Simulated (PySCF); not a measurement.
# SiN3H6F (SMILES N[Si](N)(N)F): levels of theory compared

Wanted: a comparison of 3 runs (HF/pc-0, HF/pc-1, HF/aug-pc-1) of SiN3H6F. Input form: a Python script.

The results are computed with PySCF 2.14.0.

## 1. The molecule

The species is SiN3H6F (11 atoms), meant as a singlet with charge 0. As SMILES, `N[Si](N)(N)F`. The coordinates come from a PBE0-D4/def2-TZVP relaxation. This is one conformer, not always the lowest.

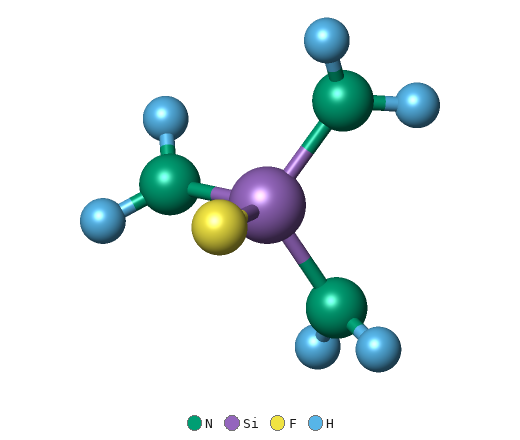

Viewed from a chosen angle; nitrogen teal, silicon purple, fluorine yellow, hydrogen blue.

## 2. The energy at HF/pc-0 (run 1)

input.py

```python
# N[Si](N)(N)F
from pyscf import gto, scf

mol = gto.Mole()
mol.atom = '''
N     -2.796417    -1.248920    -0.007559
Si    -0.159115     0.581280    -0.019842
N      1.525198     0.110927     2.670372
N      1.637637    -0.056692    -2.601397
F     -0.998720     3.498639    -0.140218
H     -4.392290    -0.760615     0.899888
H     -3.098584    -2.497084    -1.405389
H      0.942595    -1.155001     3.959165
H      2.724607     1.397452     3.386767
H      1.330367     0.732269    -4.301773
H      3.408310    -0.710159    -2.400708
'''
mol.unit = 'bohr'
mol.basis = 'pc-0'
mol.verbose = 3
mol.max_memory = 1860
mol.build()

hf = scf.RHF(mol)
hf.conv_tol = 1e-10
hf.kernel()
if not hf.converged:
    hf = hf.newton().run(hf.mo_coeff, hf.mo_occ)

e_tot = hf.e_tot
print(f'total energy: {e_tot:.8f} hartree')
```

The run is started by

```console
$ OMP_NUM_THREADS=1 python input.py
```

The log of the run:

```text
converged SCF energy = -554.42853800864
total energy: -554.42853801 hartree
```

Run time: 2.3 s. Hardware: 1 thread of Intel Xeon at 2.50GHz (Skylake/Cascade Lake), shared host; peak memory 0.11 GiB.

## 3. A single-point energy at HF/pc-1 (run 2)

input.py

```python
from pyscf import gto

mol = gto.M(
    atom='''
N     -2.796417    -1.248920    -0.007559
Si    -0.159115     0.581280    -0.019842
N      1.525198     0.110927     2.670372
N      1.637637    -0.056692    -2.601397
F     -0.998720     3.498639    -0.140218
H     -4.392290    -0.760615     0.899888
H     -3.098584    -2.497084    -1.405389
H      0.942595    -1.155001     3.959165
H      2.724607     1.397452     3.386767
H      1.330367     0.732269    -4.301773
H      3.408310    -0.710159    -2.400708
''',
    verbose=4,
    basis='pc-1',
    unit='bohr',
    max_memory=1860,
)

mf = mol.RHF()
mf.conv_tol = 1e-10
mf.kernel()
if not mf.converged:
    mf = mf.newton().run(mf.mo_coeff, mf.mo_occ)

etot = mf.e_tot
print(f'total energy: {etot:.8f} hartree')
```

The run is started by

```console
$ OMP_NUM_THREADS=1 python input.py
```

The log of the run:

```text
PySCF version 2.14.0

[... 65 lines left out ...]
converged SCF energy = -555.314043928442
total energy: -555.31404393 hartree
```

Wall time 6.6 s (1 thread of Intel Xeon at 2.50GHz (Skylake/Cascade Lake), shared host); peak memory 0.23 GiB.

## 4. A single-point energy at HF/aug-pc-1 (run 3)

input.py

```python
# N[Si](N)(N)F
from pyscf import gto

system = gto.M(
    atom=[
    ('N', (-1.479800, -0.660900, -0.004000)),
    ('Si', (-0.084200, 0.307600, -0.010500)),
    ('N', (0.807100, 0.058700, 1.413100)),
    ('N', (0.866600, -0.030000, -1.376600)),
    ('F', (-0.528500, 1.851400, -0.074200)),
    ('H', (-2.324300, -0.402500, 0.476200)),
    ('H', (-1.639700, -1.321400, -0.743700)),
    ('H', (0.498800, -0.611200, 2.095100)),
    ('H', (1.441800, 0.739500, 1.792200)),
    ('H', (0.704000, 0.387500, -2.276400)),
    ('H', (1.803600, -0.375800, -1.270400)),
],
    charge=0,
    max_memory=1860,
    basis='aug-pc-1',
    verbose=4,
)

mf = system.RHF()
mf.conv_tol = 1e-10
mf.kernel()
if not mf.converged:
    mf = mf.newton().run(mf.mo_coeff, mf.mo_occ)

etot = mf.e_tot
print('Final energy', etot)
```

The run is started by

```console
$ OMP_NUM_THREADS=1 python input.py
```

The log of the run:

```text
PySCF version 2.14.0

[... 67 lines left out ...]
converged SCF energy = -555.335014806352
Final energy -555.335014806352
```

Wall time 29 s (1 thread of Intel Xeon at 2.50GHz (Skylake/Cascade Lake), shared host); peak memory 0.99 GiB.

## 5. Overview of the runs

```tsv
run	level	energy (Eh)	dipole moment (D)	HOMO energy (eV)	LUMO energy (eV)	wall time
1	HF/pc-0	-554.428538	1.26	-11.15	6.31	2.3 s
2	HF/pc-1	-555.314044	1.43	-11.14	4.13	6.6 s
3	HF/aug-pc-1	-555.335015	1.35	-11.18	0.71	29 s
```

## 6. Summary of results

| quantity | value |
| --- | --- |
| run 3: total energy | -555.33501 Eh |
| run 3: dipole moment | 1.35 D |
| run 3: HOMO energy | -11.18 eV |
| run 3: LUMO energy | 0.71 eV |
| run 3: HOMO–LUMO gap | 11.89 eV |

In words: The dipole moment (its size) runs from 1.26 D (HF/pc-0) to 1.43 D (HF/pc-1). The HOMO–LUMO gap runs from 11.89 eV (HF/aug-pc-1) to 17.46 eV (HF/pc-0). All runs together took 37 s, the longest 29 s.
